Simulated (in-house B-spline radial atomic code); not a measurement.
**Ti¹⁰⁺: RPA and GW calculation**

System: Ti¹⁰⁺, configuration [Ne] 3s2.
Method: RPA, second-order and SOSEX correlation energies and G0W0 (contour deformation) on a non-relativistic mean field, all electrons, B-spline basis (in-house B-spline radial atomic code).

### Input
```
Z = 22
electrons = 12.0
configuration = [Ne] 3s2
hamiltonian = nr
method = camb3lyp
lmax = 9
spin_polarised = False
box_radius = 6.62
intervals = 47
ion_configuration = [Ne] 3s1
```

The run was one of a batch that the task file lists, launched with:
```bash
python <driver script> task.json out
```

The program writes its results to a structured record and prints no log; tables and figures of this report are taken from that record.

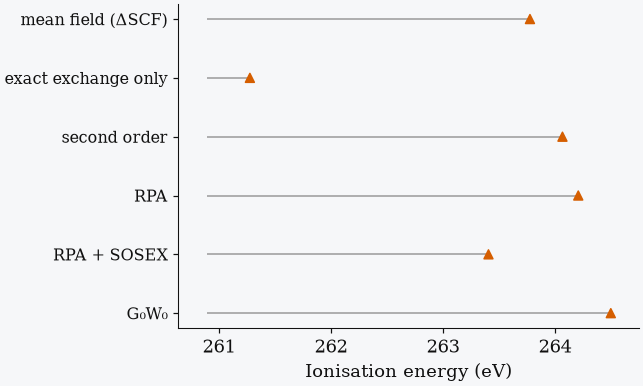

The ionisation energy of Ti¹⁰⁺ ([Ne] 3s² → [Ne] 3s) across levels of theory. All-electron spherical atom, non-relativistic, CAM-B3LYP start, no spin-orbit coupling, Breit or QED terms; computed with a B-spline radial code. Differences of total energies, each species on its own start, beside the G₀W₀ level. The values run from 261.28 eV (exact exchange only) to 264.50 eV (G₀W₀).

| Method | Ionisation energy (eV) |
| --- | --- |
| mean field (ΔSCF) | 263.78 |
| exact exchange only | 261.28 |
| second order | 264.07 |
| RPA | 264.21 |
| RPA + SOSEX | 263.41 |
| G₀W₀ | 264.50 |

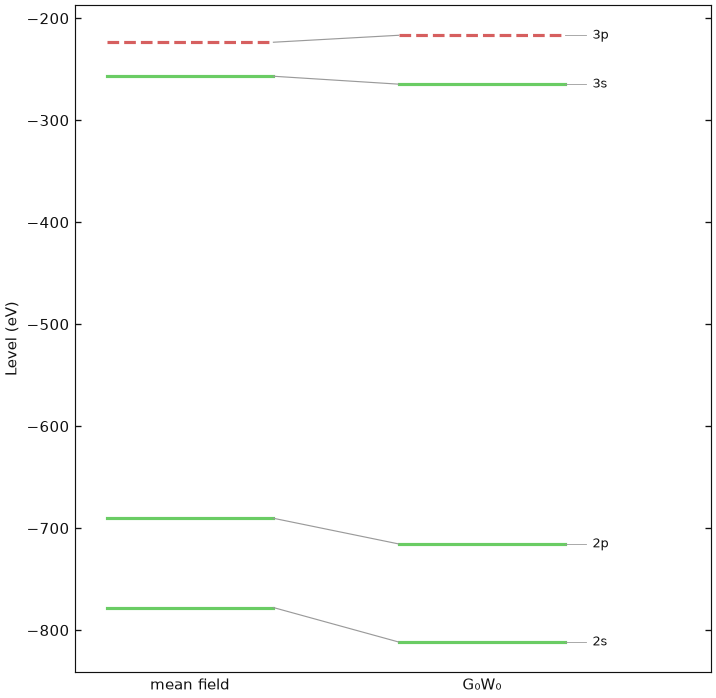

Mean-field and G₀W₀ levels (solid occupied, dashed empty) for Ti¹⁰⁺ ([Ne] 3s²). The quasi-particle equation is solved at full frequency; levels of low quasi-particle weight Z are left out. Σ columns are in eV, and Σc holds an estimate for the angular momenta beyond the basis. G₀W₀ moves the highest occupied level, 3s, from −256.74 to −264.50 eV (renormalisation factor Z = 0.97). The empty level 3p goes from −223.39 to −216.58 eV.

| Level | Mean field (eV) | Σx − vxc (eV) | Σc (eV) | Z | G₀W₀ (eV) |
| --- | --- | --- | --- | --- | --- |
| 3p | −223.39 | 9.11 | −2.30 | 0.97 | −216.58 |
| 3s | −256.74 | −4.74 | −3.02 | 0.97 | −264.50 |
| 2p | −690.21 | −28.96 | 3.83 | 0.98 | −715.34 |
| 2s | −777.76 | −39.43 | 5.67 | 0.92 | −811.51 |

### Results in brief

- outcome: converged
- mean-field total energy: −811.57838 hartree
- total energy with exact exchange alone: −811.04150 hartree
- exact exchange energy: −34.71775 hartree
- RPA correlation, extrapolated in the angular momentum of the empty orbitals: −0.78416 hartree
- RPA correlation, as summed: −0.78055 hartree
- direct second-order term: −0.86552 hartree
- second-order exchange term: 0.31733 hartree
- SOSEX term: 0.28947 hartree
- hardware: 1 CPU thread, shared host
- wall time: 3 s

### Remarks

Limits: relativity is absent.
